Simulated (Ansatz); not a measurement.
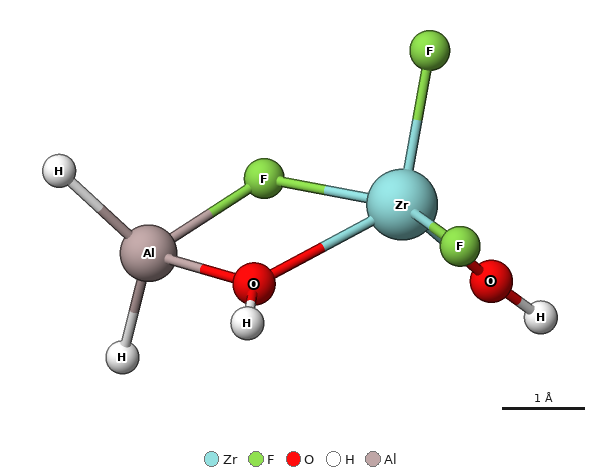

**Figure 1.** The structure as given in the input (ball-and-stick view, seen at an oblique angle). Sticks mark near contacts.

**AlZrH₄O₂F₃: nudged elastic band (part 1 of 2)**

System: AlZrH₄O₂F₃.
Method: RKS B3LYP-D4/def2-SVP (Ansatz 0.2.0).

It belongs to a series of runs on one base structure; here: band between the two ends.

What the program printed:
```
Engine: ansatz 0.2.0, aarch64-unknown-linux-gnu
Functional definition: B3LYP
  parameter a0 = 0.2
  parameter ax = 0.72
  parameter ac = 0.81
  exchange = (1 - a0 - ax)*slater_x + ax*b88_x + a0*exact_x
  correlation = (1 - ac)*vwn_rpa_c + ac*lyp_c
1428 factors; integrals over basis functions are off by at most 6.8e-4 eV
mean field evaluation 1: about -20173.8617 eV, gradient 9.3e1 eV
mean field evaluation 2: about -20105.9740 eV, gradient 2.1e2 eV
mean field evaluation 4: about -20187.9102 eV, gradient 1.4e1 eV
mean field evaluation 8: about -20188.2993 eV, gradient 3.4e-1 eV
mean field evaluation 16: about -20188.2996 eV, gradient 2.3e-5 eV
mean field -20188.29955009 eV, -741.9063243450 hartree, gradient 2.4e-5 eV, S^2 0.000000; 0 other end points of the search recorded, 0 dependent functions left out
the calculation of the forces begins
reference -20188.29991521 eV, -741.9063377629 hartree; 36, 36 occupied and 103, 103 virtual orbitals, 1428 factors
1429 factors; integrals over basis functions are off by at most 1.2e-3 eV
mean field evaluation 32: about -20186.5368 eV, gradient 2.9e-4 eV
mean field -20186.53679326 eV, -741.8415442263 hartree, gradient 3.8e-5 eV, S^2 0.000000; 0 other end points of the search recorded, 0 dependent functions left out
[... from here on the field's lines of each further geometry are left out, up to the last ...]
NEB iter   1: max|band force component| = 6.298e0 eV/Å  barrier→ = 5.0088 eV  barrier← = 3.2267 eV  Δτ_max = 0.2000 Å  (262 SCF iters)
NEB iter   2: max|band force component| = 3.376e0 eV/Å  barrier→ = 2.8781 eV  barrier← = 1.0961 eV  Δτ_max = 0.2000 Å  (250 SCF iters)
NEB iter   3: max|band force component| = 8.560e0 eV/Å  barrier→ = 2.1788 eV  barrier← = 0.3967 eV  Δτ_max = 0.0997 Å  (227 SCF iters)
NEB iter   4: max|band force component| = 1.953e0 eV/Å  barrier→ = 1.9261 eV  barrier← = 0.1441 eV  Δτ_max = 0.2000 Å  (212 SCF iters)
NEB iter   5: max|band force component| = 5.132e0 eV/Å  barrier→ = 1.8811 eV  barrier← = 0.0991 eV  Δτ_max = 0.0999 Å  (230 SCF iters)
NEB iter   6: max|band force component| = 9.677e-1 eV/Å  barrier→ = 1.8146 eV  barrier← = 0.0325 eV  Δτ_max = 0.2000 Å  (211 SCF iters)
NEB iter   7: max|band force component| = 3.378e0 eV/Å  barrier→ = 1.8229 eV  barrier← = 0.0409 eV  Δτ_max = 0.0998 Å  (225 SCF iters)
NEB iter   8: max|band force component| = 6.591e-1 eV/Å  barrier→ = 1.8049 eV  barrier← = 0.0229 eV  Δτ_max = 0.2000 Å  (211 SCF iters)
NEB iter   9: max|band force component| = 1.289e0 eV/Å  barrier→ = 1.8041 eV  barrier← = 0.0221 eV  Δτ_max = 0.1016 Å  (231 SCF iters)
NEB iter  10: max|band force component| = 5.488e-1 eV/Å  barrier→ = 1.8037 eV  barrier← = 0.0217 eV  Δτ_max = 0.2000 Å  (214 SCF iters)
NEB iter  11: max|band force component| = 1.314e0 eV/Å  barrier→ = 1.8050 eV  barrier← = 0.0230 eV  Δτ_max = 0.1002 Å  (226 SCF iters)
NEB iter  12: max|band force component| = 1.009e0 eV/Å  barrier→ = 1.8199 eV  barrier← = 0.0379 eV  Δτ_max = 0.2000 Å  (212 SCF iters)
NEB iter  13: max|band force component| = 1.398e0 eV/Å  barrier→ = 1.8070 eV  barrier← = 0.0250 eV  Δτ_max = 0.2000 Å  (219 SCF iters)
NEB iter  14: max|band force component| = 1.573e0 eV/Å  barrier→ = 1.8729 eV  barrier← = 0.0909 eV  Δτ_max = 0.1000 Å  (231 SCF iters)
NEB iter  15: max|band force component| = 1.512e0 eV/Å  barrier→ = 1.8112 eV  barrier← = 0.0292 eV  Δτ_max = 0.2000 Å  (215 SCF iters)
NEB iter  16: max|band force component| = 1.294e0 eV/Å  barrier→ = 1.8031 eV  barrier← = 0.0211 eV  Δτ_max = 0.2000 Å  (211 SCF iters)
NEB iter  17: max|band force component| = 1.539e0 eV/Å  barrier→ = 1.8012 eV  barrier← = 0.0191 eV  Δτ_max = 0.2000 Å  (222 SCF iters)
NEB iter  18: max|band force component| = 1.763e0 eV/Å  barrier→ = 1.8304 eV  barrier← = 0.0484 eV  Δτ_max = 0.1715 Å  (217 SCF iters)
NEB iter  19: max|band force component| = 1.271e0 eV/Å  barrier→ = 1.8576 eV  barrier← = 0.0756 eV  Δτ_max = 0.2000 Å  (210 SCF iters)
NEB iter  20: max|band force component| = 2.529e0 eV/Å  barrier→ = 1.8019 eV  barrier← = 0.0198 eV  Δτ_max = 0.1026 Å  (227 SCF iters)
NEB iter  21: max|band force component| = 7.611e-1 eV/Å  barrier→ = 1.7947 eV  barrier← = 0.0127 eV  Δτ_max = 0.1991 Å  (219 SCF iters)
NEB iter  22: max|band force component| = 5.472e-1 eV/Å  barrier→ = 1.8409 eV  barrier← = 0.0589 eV  Δτ_max = 0.1465 Å  (224 SCF iters)
NEB iter  23: max|band force component| = 7.142e-1 eV/Å  barrier→ = 1.7918 eV  barrier← = 0.0098 eV  Δτ_max = 0.0731 Å  (215 SCF iters)
NEB iter  24: max|band force component| = 4.087e-1 eV/Å  barrier→ = 1.7892 eV  barrier← = 0.0072 eV  CI = image 7  Δτ_max = 0.0296 Å  (208 SCF iters)
NEB iter  25: max|band force component| = 2.145e-1 eV/Å  barrier→ = 1.7897 eV  barrier← = 0.0077 eV  CI = image 7  Δτ_max = 0.0438 Å  (224 SCF iters)
NEB iter  26: max|band force component| = 9.757e-2 eV/Å  barrier→ = 1.7904 eV  barrier← = 0.0084 eV  CI = image 7  Δτ_max = 0.0313 Å  (218 SCF iters)
NEB iter  27: max|band force component| = 1.007e-1 eV/Å  barrier→ = 1.7905 eV  barrier← = 0.0085 eV  CI = image 7  Δτ_max = 0.0157 Å  (217 SCF iters)
NEB iter  28: max|band force component| = 8.340e-2 eV/Å  barrier→ = 1.7904 eV  barrier← = 0.0084 eV  CI = image 7  Δτ_max = 0.0156 Å  (200 SCF iters)
the calculation of the forces begins
reference -20186.84181223 eV, -741.8527534665 hartree; 36, 36 occupied and 103, 103 virtual orbitals, 1428 factors
1429 factors; integrals over basis functions are off by at most 1.3e-3 eV
mean field evaluation 1664: about -20186.1936 eV, gradient 1.3e1 eV
mean field -20186.52814170 eV, -741.8412262873 hartree, gradient 1.0e-5 eV, S^2 0.000000; 1 other end points of the search recorded, 0 dependent functions left out
the calculation of the forces begins
reference -20186.52850997 eV, -741.8412398210 hartree; 36, 36 occupied and 103, 103 virtual orbitals, 1429 factors
NEB iter  29: max|band force component| = 4.096e-2 eV/Å  barrier→ = 1.7903 eV  barrier← = 0.0083 eV  CI = image 7  Δτ_max = 0.0000 Å  (400 SCF iters)
```

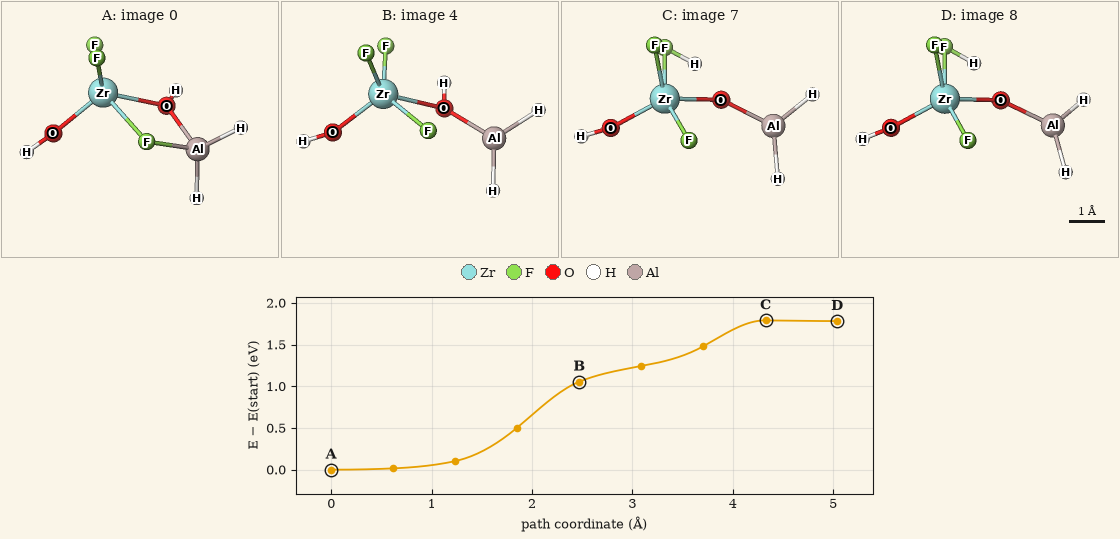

**Figure 2.** Images of the last band (counted from 0; ball-and-stick, seen at a tilt) above the energy along the path; the line is a cubic interpolation that uses the forces. The highest image is number 7, 1.790 eV above the start and 0.008 eV above the end (the climbing image); the end lies 1.782 eV above the start. The path is 5.04 Å long. The band converged in 29 iterations.

```
Total energy: -20186.92388053 eV, -741.8557694211 hartree
Atom 0 at    -0.262278     0.164452    -0.401414 Å, force    -0.016216    -0.026500    -0.018933 eV/Å
Atom 1 at    -0.454733     0.560662     1.915255 Å, force     0.031671     0.037276     0.025015 eV/Å
Atom 2 at     1.306733    -0.892665    -0.109150 Å, force     0.005208     0.025745     0.020410 eV/Å
Atom 3 at     2.152360    -1.268579     0.143608 Å, force    -0.006722    -0.020409    -0.013569 eV/Å
Atom 4 at     0.029368     2.054034    -0.540790 Å, force     0.002896     0.004424     0.000336 eV/Å
Atom 5 at    -0.816574    -0.264608    -2.187334 Å, force     0.003015     0.003444     0.001426 eV/Å
Atom 6 at    -1.986292    -0.481554     0.500663 Å, force     0.009851    -0.033880    -0.032756 eV/Å
Atom 7 at    -3.484277    -1.323214     0.284721 Å, force    -0.017734     0.034443    -0.040822 eV/Å
Atom 8 at    -3.517269    -2.526723    -0.732527 Å, force     0.002992    -0.006440     0.009081 eV/Å
Atom 9 at    -4.710032    -0.821856     1.141723 Å, force     0.004986    -0.017147     0.021221 eV/Å
Atom 10 at    -1.316107     0.109751     1.662946 Å, force    -0.019948    -0.000955     0.028590 eV/Å
Dipole moment:    -0.008272    -0.497354     0.363392 e Å
this run last wrote the band of iteration 29 to [file]
```

The last band as extended XYZ (Å, eV, eV/Å):
```
11
Properties=species:S:1:pos:R:3:forces:R:3 image=0 energy=-20188.71379
Zr   -0.2170    0.3309    0.1709    0.0013  -0.0021   0.0041
F     0.2870    0.9287    1.9248   -0.0030  -0.0023  -0.0082
O     1.1939   -0.8407   -0.3413    0.0012  -0.0031   0.0054
H     1.9487   -1.3783   -0.5901   -0.0006   0.0025  -0.0019
F    -0.2019    1.9942   -0.7711    0.0015   0.0064  -0.0022
F    -1.6987   -0.4524   -1.2100   -0.0018  -0.0016   0.0094
O    -1.9255   -0.5350    1.1681   -0.0011  -0.0018  -0.0004
Al   -3.0376   -1.1663   -0.1935   -0.0027   0.0008  -0.0049
H    -3.0006   -2.7437   -0.2879    0.0012   0.0005  -0.0001
H    -4.3499   -0.2950   -0.3164    0.0015   0.0002   0.0014
H    -2.0575   -0.5327    2.1242    0.0026   0.0004  -0.0027
11
Properties=species:S:1:pos:R:3:forces:R:3 image=1 energy=-20188.69811
Zr   -0.2291    0.3377    0.1025   -0.0010   0.0043   0.0068
F     0.1662    1.1117    1.8125    0.0140  -0.0027   0.0080
O     1.1874   -0.8820   -0.2590   -0.0037   0.0023  -0.0020
H     2.0018   -1.3810   -0.3545   -0.0088  -0.0056  -0.0211
F    -0.0906    1.9180   -0.9689   -0.0149   0.0048   0.0087
F    -1.8068   -0.3320   -1.2160    0.0084  -0.0088   0.0013
O    -1.8452   -0.6613    1.1497   -0.0042   0.0107   0.0049
Al   -3.0650   -1.1558   -0.1680    0.0025   0.0007  -0.0025
H    -3.0501   -2.7031   -0.4850    0.0084  -0.0073   0.0229
H    -4.3787   -0.2851   -0.0445    0.0029   0.0100  -0.0341
H    -1.9492   -0.6573    2.1089   -0.0036  -0.0082   0.0072
11
Properties=species:S:1:pos:R:3:forces:R:3 image=2 energy=-20188.61069
Zr   -0.2253    0.3029   -0.0016   -0.0165   0.0129   0.0391
F     0.0187    1.1869    1.6805    0.0607   0.0474   0.0185
O     1.2304   -0.9110   -0.2154   -0.0310   0.0098   0.0062
H     2.0923   -1.3257   -0.1213   -0.0392  -0.0225  -0.0512
F     0.0603    1.8291   -1.1250   -0.0814  -0.0272  -0.0311
F    -1.8951   -0.2908   -1.2314   -0.0445   0.0227   0.0413
O    -1.7839   -0.7400    1.1119    0.0200  -0.0167   0.0412
Al   -3.0973   -1.1714   -0.1198    0.0374   0.0088  -0.0313
H    -3.1294   -2.6561   -0.6527    0.0609  -0.0322   0.0583
H    -4.4103   -0.3942    0.3108    0.0469   0.0995  -0.1595
H    -1.9194   -0.5199    2.0416   -0.0135  -0.1026   0.0683
11
Properties=species:S:1:pos:R:3:forces:R:3 image=3 energy=-20188.20857
Zr   -0.1884    0.2634   -0.1096   -0.0835  -0.0091   0.1230
F    -0.1182    1.1420    1.6023    0.1580   0.1316   0.0037
O     1.2994   -0.9383   -0.1631   -0.0714   0.0125  -0.0130
H     2.1711   -1.2936    0.0356   -0.0794  -0.0114  -0.0630
F     0.2389    1.8365   -1.1244   -0.1439  -0.1271  -0.0996
F    -1.7810   -0.3898   -1.3290   -0.5618  -0.0416   0.3716
O    -1.8216   -0.6714    1.0321    0.1582  -0.0731   0.1881
Al   -3.1792   -1.1987   -0.0473    0.3163   0.1558  -0.3568
H    -3.2467   -2.6210   -0.7123    0.1256  -0.0766   0.0296
H    -4.5119   -0.5756    0.6023    0.2582   0.1909  -0.4110
H    -1.9215   -0.2440    1.8910   -0.0761  -0.1518   0.2273
11
Properties=species:S:1:pos:R:3:forces:R:3 image=4 energy=-20187.65822
Zr   -0.1307    0.2350   -0.2002   -0.0441   0.0162   0.0333
F    -0.2221    1.1534    1.5227    0.0589   0.0917  -0.0193
O     1.3459   -0.9800   -0.0566   -0.0267  -0.0052  -0.0067
H     2.2039   -1.3269    0.2005   -0.0337  -0.0116  -0.0500
F     0.3694    1.8071   -1.1821    0.0027  -0.0674  -0.0662
F    -1.4330   -0.4725   -1.5358   -0.2407   0.0301   0.1731
O    -1.9183   -0.5788    0.9185    0.0810  -0.0628   0.1176
Al   -3.3636   -1.2650    0.1556    0.1095   0.0324  -0.1083
H    -3.3190   -2.6121   -0.6361    0.0860  -0.0310  -0.0196
H    -4.6699   -0.6010    0.7610    0.0672   0.0645  -0.1922
H    -1.9217   -0.0496    1.7301   -0.0602  -0.0568   0.1384
```
